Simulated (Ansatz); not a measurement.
# AlFH5NO: the cost of one run

All numbers below are computed with Ansatz 0.2.0 (RHF/6-31G*).

## Step 1: The system as given

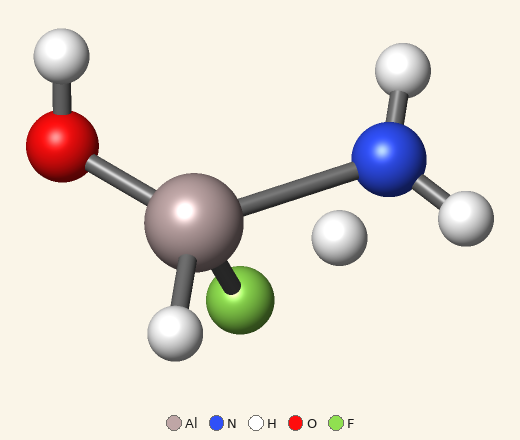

The starting structure, seen from a chosen angle (aluminium light grey, nitrogen blue, hydrogen white, oxygen red, fluorine green).

Structure file:

```xyz
9

Al    0.0000    0.0000    0.0000
N     0.0000    0.0000    2.2700
H    -0.8770   -0.2713    2.8000
H     0.8770    0.2713    2.8000
H     1.3510    0.0000   -0.7800
O    -1.5415    0.0000   -0.8900
H    -2.0512   -0.8467   -0.6815
F    -0.2489    1.8720    0.6275
H    -0.1681    1.2645    1.7547
```

## Step 2: A restrained relaxation towards end A

Springs on the bonds that form and break draw the guess towards this end; the thresholds are loose.

Contents of input.yaml:

```yaml
crystal:
  periodic: [false, false, false]
  atoms:
    - { symbol: Al, position_ang: [0.0, 0.0, 0.0] }
    - { symbol: "N", position_ang: [0.0, 0.0, 2.27] }
    - { symbol: H, position_ang: [-0.877, -0.2713, 2.8] }
    - { symbol: H, position_ang: [0.877, 0.2713, 2.8] }
    - { symbol: H, position_ang: [1.351, 0.0, -0.78] }
    - { symbol: O, position_ang: [-1.5415, 0.0, -0.89] }
    - { symbol: H, position_ang: [-2.0512, -0.8467, -0.6815] }
    - { symbol: F, position_ang: [-0.2489, 1.872, 0.6275] }
    - { symbol: H, position_ang: [-0.1681, 1.2645, 1.7547] }
basis:
  gaussian: { orbitals: "6-31G*" }
hamiltonian:
  xc: hf
relax:
  f_tol: 0.15
  max_steps: 25
  restrain:
    - { distance: [0, 7], at: 2.89, k: 30.0 }
    - { distance: [8, 1], at: 2.26, k: 30.0 }
    - { distance: [0, 1], at: 1.92, k: 30.0 }
    - { distance: [8, 7], at: 0.92, k: 30.0 }
```

Command:

```console
> ansatz run input.yaml --threads 1 --pin off --max-ram 2048MiB --backend cpu --events-out ev --progress --plain --runs-dir out
```

What time and memory should one allow on 1 thread of Intel Xeon 6975P-C (Granite Rapids), shared host?

About 9.7 s, with a peak of 0.16 GiB.
